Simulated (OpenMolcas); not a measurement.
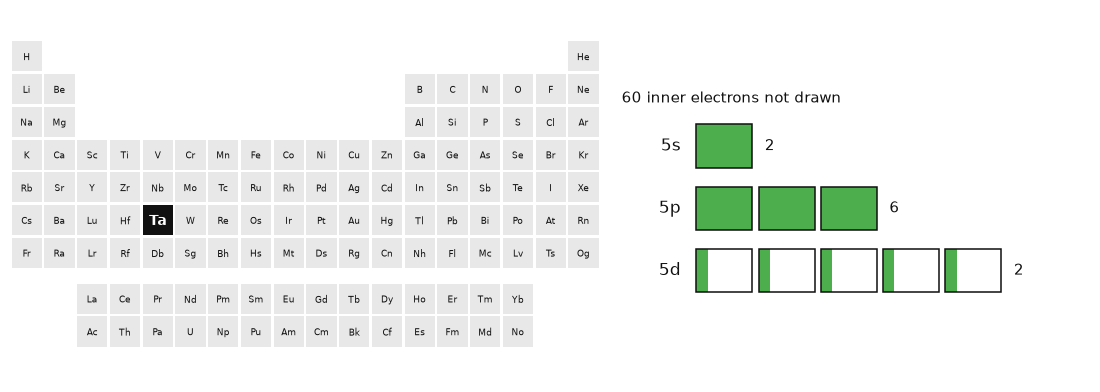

Left, the place of tantalum in the periodic table; right, the outer shells of the leading configuration of the lowest level: a box for each of the 2l + 1 orbitals, shaded by the share of the shell that is filled, with the electron count at the right.

## Multiconfigurational calculation for Ta³⁺ complex

- system: Ta³⁺ with 6 ligands (F; octahedron, 1.998 Å), embedded in K2NaGaF6 by model potentials and point charges, whose field is part of the energies.
- method: state-averaged CASSCF, active space 2 electrons in the shell 5d, basis ANO-RCC-VDZP on the metal and ANO-RCC-VDZP on the ligands, DKH2 scalar Hamiltonian, spin-orbit coupling by RASSI with atomic mean-field integrals (OpenMolcas)

### Results in brief

| quantity | value |
| --- | --- |
| outcome | converged |
| energy of the lowest spin-free term | −16188.49561 hartree |
| energy of the lowest spin-orbit level | −16188.50498 hartree |
| largest spread among components of a term | 0.0 cm⁻¹ |
| hardware | 1 thread of Arm Neoverse V2, 24 GiB of memory available, shared host |
| wall time | 28 s |
| peak memory | 0.6 GiB |

### Notes

Without dynamic correlation the splittings between terms come out too large, often by 20 to 50 %. Limits: covalent bonds, ligand orbitals missing from the active space; the geometry is set by hand, with no relaxation.

### Input
```
&GATEWAY
Basis set
Ta.ANO-RCC-VDZP.
Ta1 0.0 0.0 0.0 Angstrom
End of basis
Basis set
F.ANO-RCC-VDZP.
L1 1.998000 0.000000 0.000000 Angstrom
L2 0.000000 1.998000 0.000000 Angstrom
L3 0.000000 0.000000 1.998000 Angstrom
End of basis
Basis set
Na.EMB-AIMP.Barandiaran.6s3p.1s1p.ECP.K2NaGaF6.
PseudoCharge
* 3 symmetry-unique lattice sites within 7.6 angstrom
End of basis
Basis set
K.EMB-AIMP.Barandiaran.0s.0s.ECP.K2NaGaF6.
PseudoCharge
* 16 symmetry-unique lattice sites within 7.6 angstrom
End of basis
Basis set
Na.EMB-AIMP.Barandiaran.0s.0s.ECP.K2NaGaF6.
PseudoCharge
* 4 symmetry-unique lattice sites within 7.6 angstrom
End of basis
Basis set
F.EMB-AIMP.Barandiaran.0s.0s.ECP.K2NaGaF6.
PseudoCharge
* 39 symmetry-unique lattice sites within 7.6 angstrom
End of basis
Basis set
Ga.EMB-AIMP.Barandiaran.0s.0s.ECP.K2NaGaF6.
PseudoCharge
* 6 symmetry-unique lattice sites within 7.6 angstrom
End of basis
Symmetry
XYZ
AngMom=0.0 0.0 0.0
AMFI
RICD
XField
1521 Angstrom 0
* Evjen-weighted lattice charges
&SEWARD
&RASSCF
FileOrb=start.orb
Symmetry=1
Spin=3
nActEl=2 0 0
Inactive=30 34
Ras2=5 0
CIRoot=10 10 1
SDav=10
CIMx=300
Iter=150 100
PrWF=0.3
OrbListing=Nothing
MaxOrb=1
LevShft=1.0
>>> COPY $Project.JobIph JOB001
&RASSCF
FileOrb=start.orb
Symmetry=1
Spin=1
nActEl=2 0 0
Inactive=30 34
Ras2=5 0
CIRoot=15 15 1
SDav=15
CIMx=300
Iter=150 100
PrWF=0.3
OrbListing=Nothing
MaxOrb=0
LevShft=1.0
>>> COPY $Project.JobIph JOB002
&RASSI
NrOfJobIphs=2 10 15
1 2 3 4 5 6 7 8 9 10
1 2 3 4 5 6 7 8 9 10 11 12 13 14 15
IphNames
JOB001
JOB002
EJob
SpinOrbit
DIPRint=1.0
SOCoupling=1000.0
Subsets=2
Property=9
'ANGMOM' 1 'ANGMOM' 2 'ANGMOM' 3 'MLTPL  1' 1 'MLTPL  1' 2 'MLTPL  1' 3
'AMFI' 1 'AMFI' 2 'AMFI' 3
SOProperty=3
'ANGMOM' 1 'ANGMOM' 2 'ANGMOM' 3
```

The file start.orb holds starting orbitals from an earlier step. A driver script formed the levels outside the program, from RASSI's spin-orbit matrix and the active-space energies, averaged over the components of each term or state.

Command:
```bash
OMP_NUM_THREADS=1 MOLCAS_MEM=2457 MOLCAS_PROJECT=a pymolcas a.inp > a.log  # once for each step of the input, in one work folder
```

### Log (extracts)
```
--- SEWARD ---
Basis set label: TA.ANO-RCC...7S6P4D2F1G.

      Electronic valence basis set:
      ------------------
      Associated Effective Charge  73.000000 au
      Associated Actual Charge     73.000000 au
      Nuclear Model: Point charge

      Shell  nPrim  nBasis  Cartesian Spherical Contaminant
         s      24       7        X
         p      21       6        X
         d      15       4                 X
         f      11       2                 X
         g       4       1                 X
                  Relativistic Douglas-Kroll-Hess integrals:
                    - DKH order of Hamiltonian: 2
                    - DKH order of Properties : 0
                  Atomic mean-field integrals
--- RASSCF ---
Wave function specifications:
      -----------------------------

      Number of closed shell electrons         128
      Number of electrons in active shells       2
      Max number of holes in RAS1 space          0
      Max nr of electrons in RAS3 space          0
      Number of inactive orbitals               64
      Number of active orbitals                  5
      Number of secondary orbitals             107
      Spin quantum number                      1.0
      State symmetry                             1
Orbital specifications:
      -----------------------

      Symmetry species                           1   2
                                                ag  au
      Frozen orbitals                            0   0
      Inactive orbitals                         30  34
      Active orbitals                            5   0
      RAS1 orbitals                              0   0
      RAS2 orbitals                              5   0
      RAS3 orbitals                              0   0
      Secondary orbitals                        55  52
      Deleted orbitals                           0   0
      Number of basis functions                 90  86
      Number of CSFs                            10
      Number of root(s) required                10
      Iter CI   SX   CI       RASSCF       Energy    max ROT     max BLB   max BLB  Level Ln srch  Step   QN
          iter iter root      energy       change     param      element    value   shift minimum  type update
 Nr of preliminary CI iterations:   1
      Total energies have been shifted. Add               -16000.00 au
        1   1   10    0  -187.45131609    0.00E+00  -8.71E-02   21  48 2 -2.99E-01*  0.71   0.00    SX    NO
        2   1   10    0  -188.24498824   -7.94E-01* -5.06E-02   30  33 1  1.39E-01*  0.79   0.00    SX    NO
        3   1   10    0  -188.32876901   -8.38E-02* -2.28E-02   30  33 1  6.37E-02*  0.81   0.00    SX    NO
        4   1   10    0  -188.34373732   -1.50E-02* -1.05E-02   30  33 1  2.98E-02*  0.83   0.00    SX    NO
        5   1    9    0  -188.34734817   -3.61E-03* -1.19E-02   11  36 2  2.22E-02*  0.83   1.26    QN   YES
        6   1    8    0  -188.34885094   -1.50E-03* -2.27E-03   30  87 1 -1.96E-03*  0.84   0.99    QN   YES
        7   1    8    0  -188.34889893   -4.80E-05* -1.53E-03   33  48 1 -7.47E-04*  0.84   1.68    LS   YES
        8   1    8    0  -188.34890814   -9.21E-06* -3.44E-04   13  38 2  1.19E-03*  0.83   0.99    QN   YES
        9   1    7    0  -188.34891099   -2.85E-06* -1.80E-04   17  42 2  2.24E-04*  0.83   1.25    QN   YES
       10   1    6    0  -188.34891132   -3.27E-07* -6.04E-05   11  36 2 -8.69E-05   0.83   1.23    QN   YES
       11   1    6    0  -188.34891136   -3.88E-08* -1.62E-05   17  45 2  2.88E-05   0.83   1.20    QN   YES
       12   1    4    0  -188.34891136   -5.86E-09   5.42E-06   17  42 2 -8.29E-06   0.83   1.10    QN   YES
      Convergence after 12 iterations
       13   1    4    0  -188.34891136   -2.99E-09   5.42E-06   11  36 2  2.80E-06   0.83   1.10    QN   YES
      Natural orbitals and occupation numbers for root  1
      sym 1:   0.992724   0.007276   0.007276   0.992724  -0.000000
      Natural orbitals and occupation numbers for root  2
      sym 1:   0.992725   0.992725  -0.000000   0.007275   0.007275
      Natural orbitals and occupation numbers for root  3
      sym 1:   0.007272   0.992728  -0.000000   0.992728   0.007272
::    RASSCF root number  1 Total energy: -16188.49561367
::    RASSCF root number  2 Total energy: -16188.49561367
::    RASSCF root number  3 Total energy: -16188.49561366
::    RASSCF root number  4 Total energy: -16188.32685947
::    RASSCF root number  5 Total energy: -16188.32685947
::    RASSCF root number  6 Total energy: -16188.32685947
::    RASSCF root number  7 Total energy: -16188.29035793
::    RASSCF root number  8 Total energy: -16188.29035793
::    RASSCF root number  9 Total energy: -16188.29035793
::    RASSCF root number 10 Total energy: -16188.15062045
--- RASSCF ---
Wave function specifications:
      -----------------------------

      Number of closed shell electrons         128
      Number of electrons in active shells       2
      Max number of holes in RAS1 space          0
      Max nr of electrons in RAS3 space          0
      Number of inactive orbitals               64
      Number of active orbitals                  5
      Number of secondary orbitals             107
      Spin quantum number                      0.0
      State symmetry                             1
Orbital specifications:
      -----------------------

      Symmetry species                           1   2
                                                ag  au
      Frozen orbitals                            0   0
      Inactive orbitals                         30  34
      Active orbitals                            5   0
      RAS1 orbitals                              0   0
      RAS2 orbitals                              5   0
      RAS3 orbitals                              0   0
      Secondary orbitals                        55  52
      Deleted orbitals                           0   0
      Number of basis functions                 90  86
      Number of CSFs                            15
      Number of root(s) required                15
      Iter CI   SX   CI       RASSCF       Energy    max ROT     max BLB   max BLB  Level Ln srch  Step   QN
          iter iter root      energy       change     param      element    value   shift minimum  type update
 Nr of preliminary CI iterations:   1
      Total energies have been shifted. Add               -16000.00 au
        1   1    9    0  -188.30449914    0.00E+00  -4.98E-03   35  50 1 -3.63E-03*  0.82   0.00    SX    NO
        2   1    9    0  -188.30473171   -2.33E-04*  2.54E-03   24  35 1  2.33E-03*  0.82   0.00    SX    NO
        3   1    9    0  -188.30479515   -6.34E-05*  1.50E-03   24  35 1  1.28E-03*  0.82   0.00    SX    NO
        4   1    8    0  -188.30481513   -2.00E-05*  7.97E-04   24  35 1  7.96E-04*  0.82   0.00    SX    NO
        5   1    8    0  -188.30482174   -6.61E-06*  1.34E-03   21  40 2 -5.14E-04*  0.82   1.81    QN   YES
        6   1    7    0  -188.30482499   -3.25E-06* -1.58E-04   21  40 2  5.47E-04*  0.82   0.83    QN   YES
        7   1    6    0  -188.30482523   -2.40E-07*  2.75E-05   22  36 2 -4.99E-05   0.82   0.99    QN   YES
        8   1    5    0  -188.30482524   -1.40E-08*  1.84E-05   24  35 1 -1.35E-05   0.82   1.09    QN   YES
        9   1    4    0  -188.30482525   -4.10E-09  -1.68E-06   24  35 1 -3.30E-06   0.82   1.02    QN   YES
      Convergence after  9 iterations
       10   1    4    0  -188.30482525   -9.15E-10  -1.68E-06   24  35 1 -1.65E-06   0.82   1.02    QN   YES
      Natural orbitals and occupation numbers for root  1
      sym 1:   0.485946   1.311472   0.000895   0.200791   0.000895
      Natural orbitals and occupation numbers for root  2
      sym 1:   0.020667   0.846193   0.000895   1.131349   0.000895
      Natural orbitals and occupation numbers for root  3
      sym 1:   0.003522   0.990728   0.002833   1.002916   0.000000
::    RASSCF root number  1 Total energy: -16188.45388093
::    RASSCF root number  2 Total energy: -16188.45388093
::    RASSCF root number  3 Total energy: -16188.45271810
::    RASSCF root number  4 Total energy: -16188.45271810
::    RASSCF root number  5 Total energy: -16188.45271810
::    RASSCF root number  6 Total energy: -16188.39614762
::    RASSCF root number  7 Total energy: -16188.28001128
::    RASSCF root number  8 Total energy: -16188.28001128
::    RASSCF root number  9 Total energy: -16188.28001128
::    RASSCF root number 10 Total energy: -16188.27020957
::    RASSCF root number 11 Total energy: -16188.27020957
::    RASSCF root number 12 Total energy: -16188.27020957
::    RASSCF root number 13 Total energy: -16188.10354210
::    RASSCF root number 14 Total energy: -16188.10354210
::    RASSCF root number 15 Total energy: -16188.05256817
--- RASSI ---
SPIN-FREE ENERGIES:
  (Shifted by EMIN (a.u.) =     -16188.4956136652)

 SF State       Relative EMIN(au)   Rel lowest level(eV)    D:o, cm**(-1)

     1             0.0000000000        0.0000000000              0.0000
     2             0.0000000000        0.0000000000              0.0000
     3             0.0000000000        0.0000000000              0.0000
    11             0.0417327334        1.1356055264           9159.2763
    12             0.0417327334        1.1356055264           9159.2763
    13             0.0428955610        1.1672476790           9414.4874
    14             0.0428955610        1.1672476790           9414.4874
    15             0.0428955610        1.1672476790           9414.4874
    16             0.0994660479        2.7066090482          21830.2742
     4             0.1687541941        4.5920355563          37037.2645
     5             0.1687541941        4.5920355563          37037.2645
     6             0.1687541941        4.5920355563          37037.2645
     7             0.2052557358        5.5852931056          45048.4269
     8             0.2052557358        5.5852931056          45048.4269
     9             0.2052557358        5.5852931056          45048.4269
    17             0.2156023880        5.8668398555          47319.2546
    18             0.2156023880        5.8668398555          47319.2546
    19             0.2156023880        5.8668398555          47319.2546
    20             0.2254040916        6.1335577990          49470.4799
    21             0.2254040916        6.1335577990          49470.4799
    22             0.2254040916        6.1335577990          49470.4799
    10             0.3449932115        9.3877435304          75717.2579
    23             0.3920715620       10.6688107103          86049.7615
    24             0.3920715625       10.6688107238          86049.7617
    25             0.4430454933       12.0558820423          97237.2463
     Dipole printing threshold changed to   1.00000000E+00
Eigenvalues of complex Hamiltonian:
   -----------------------------------
  (Shifted by EMIN (a.u.) =     -16188.4956136652)

 SO State       Relative EMIN(au)   Rel lowest level(eV)    D:o, cm**(-1)

     1            -0.0093670900        0.0000000000              0.0000
     2            -0.0093670899        0.0000000002              0.0000
     3            -0.0085741415        0.0215772275            174.0321
     4            -0.0085741415        0.0215772272            174.0321
     5            -0.0085741415        0.0215772276            174.0321
     6             0.0049470148        0.3895066323           3141.5829
     7             0.0049470148        0.3895066322           3141.5829
     8             0.0049470148        0.3895066322           3141.5829
     9             0.0093196775        0.5084928475           4101.2714
    10             0.0418812607        1.3945386633          11247.7129
    11             0.0418812607        1.3945386632          11247.7129
    12             0.0421814038        1.4027059743          11313.5867
    13             0.0421814038        1.4027059743          11313.5867
    14             0.0421814038        1.4027059742          11313.5867
    15             0.0996087557        2.9653838281          23917.4336
    16             0.1637127467        4.7097422855          37986.6333
    17             0.1663475790        4.7814397269          38564.9122
    18             0.1663475790        4.7814397268          38564.9122
    19             0.1663475790        4.7814397271          38564.9122
    20             0.1707251529        4.9005595810          39525.6786
    21             0.1707251529        4.9005595809          39525.6786
    22             0.1707251529        4.9005595813          39525.6786
    23             0.1711070835        4.9109524401          39609.5027
    24             0.1711070835        4.9109524405          39609.5027
    25             0.1990135461        5.6703259735          45734.2633
    26             0.2018386886        5.7472020171          46354.3104
    27             0.2018386886        5.7472020173          46354.3104
    28             0.2018386886        5.7472020174          46354.3104
    29             0.2047464238        5.8263255240          46992.4845
    30             0.2047464238        5.8263255235          46992.4845
    31             0.2047464238        5.8263255239          46992.4845
    32             0.2103970588        5.9800871349          48232.6555
    33             0.2103970588        5.9800871344          48232.6555
    34             0.2204403110        6.2533779485          50436.8946
    35             0.2204403110        6.2533779488          50436.8946
    36             0.2204403110        6.2533779484          50436.8946
    37             0.2269446127        6.4303690146          51864.4238
    38             0.2269446127        6.4303690144          51864.4238
    39             0.2269446127        6.4303690145          51864.4238
    40             0.3473180668        9.7058975686          78283.3433
    41             0.3473180668        9.7058975686          78283.3433
Weights of the five most important spin-orbit-free states for each spin-orbit state.

 SO State  Total energy (au)           Spin-free states, spin, and weights
 -------------------------------------------------------------------------------------------------------
    1        -0.009367       3 1.0  0.6392    2 1.0  0.1675    1 1.0  0.1525   12 0.0  0.0194   11 0.0  0.0105
    2        -0.009367       1 1.0  0.4870    2 1.0  0.4719   11 0.0  0.0194   12 0.0  0.0105    4 1.0  0.0063
    3        -0.008574       1 1.0  0.4833    3 1.0  0.4103    2 1.0  0.0749   14 0.0  0.0221   19 0.0  0.0027
    4        -0.008574       3 1.0  0.4835    2 1.0  0.4822   15 0.0  0.0226   18 0.0  0.0031    1 1.0  0.0028
    5        -0.008574       1 1.0  0.4824    2 1.0  0.4113    3 1.0  0.0748   13 0.0  0.0224   17 0.0  0.0028
    6         0.004947       3 1.0  0.4974    2 1.0  0.4968    4 1.0  0.0017    5 1.0  0.0017   20 0.0  0.0012
    7         0.004947       3 1.0  0.4974    1 1.0  0.4968    4 1.0  0.0017    6 1.0  0.0017   21 0.0  0.0012
    8         0.004947       1 1.0  0.4974    2 1.0  0.4974    5 1.0  0.0017    6 1.0  0.0017   22 0.0  0.0012
    9         0.009320       1 1.0  0.3245    3 1.0  0.3245    2 1.0  0.3245   16 0.0  0.0225    8 1.0  0.0013
   10         0.041881      12 0.0  0.7380   11 0.0  0.2238    3 1.0  0.0200    2 1.0  0.0078    9 1.0  0.0048
   11         0.041881      11 0.0  0.7380   12 0.0  0.2238    1 1.0  0.0176    2 1.0  0.0125    8 1.0  0.0042
   12         0.042181      15 0.0  0.9041   13 0.0  0.0499    2 1.0  0.0123    3 1.0  0.0118   14 0.0  0.0091
```

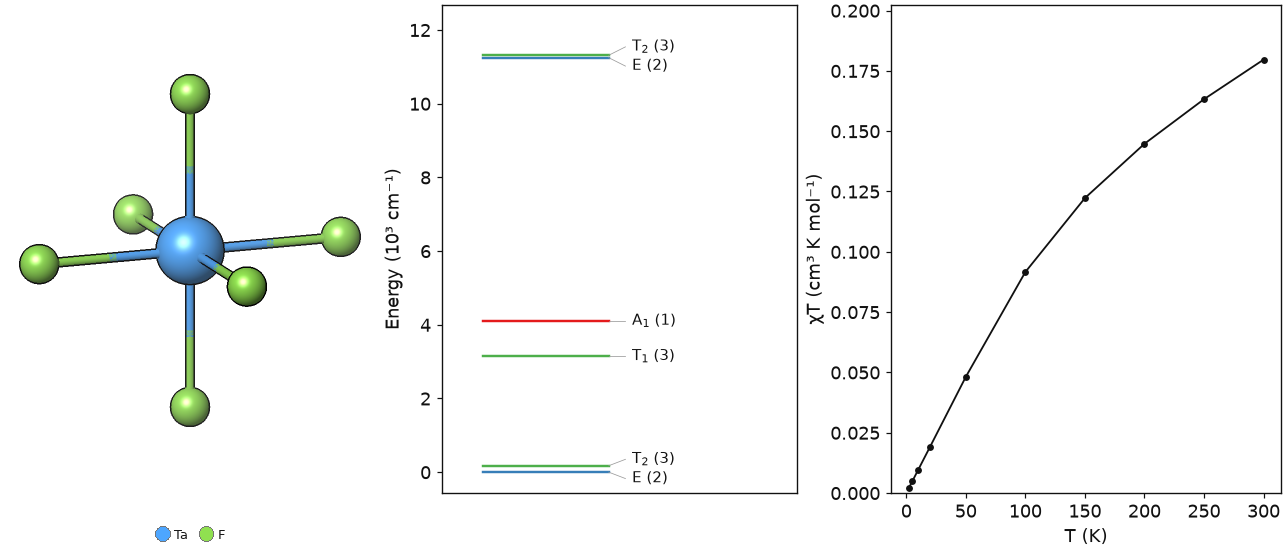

Ta³⁺ (5d²) as a dopant in K₂NaGaF₆, a cluster with its 6 nearest F⁻ at 1.998 Å (octahedron) embedded in model potentials and point charges; the geometry was set, not optimised, and its levels and susceptibility. Labels give the representation in O, Td, D4 or D3 as the site allows (double group for half-integer spin) where it could be assigned and, in brackets, the degeneracy; spin-free states, where drawn, share the zero of the spin-orbit levels. Powder susceptibility by Van Vleck's formula. The ground level is E, doubly degenerate, 97 % from states of spin multiplicity 3. Its principal g values are all close to zero. The next level lies at 174 cm⁻¹ (T₂). χT is close to 0 cm³ K mol⁻¹ at 2 K and 0.180 at 300 K, an effective moment of 1.20 μB. The active orbitals hold 78 to 89 % metal character (Löwdin), and the Mulliken charge of the metal is +1.99.
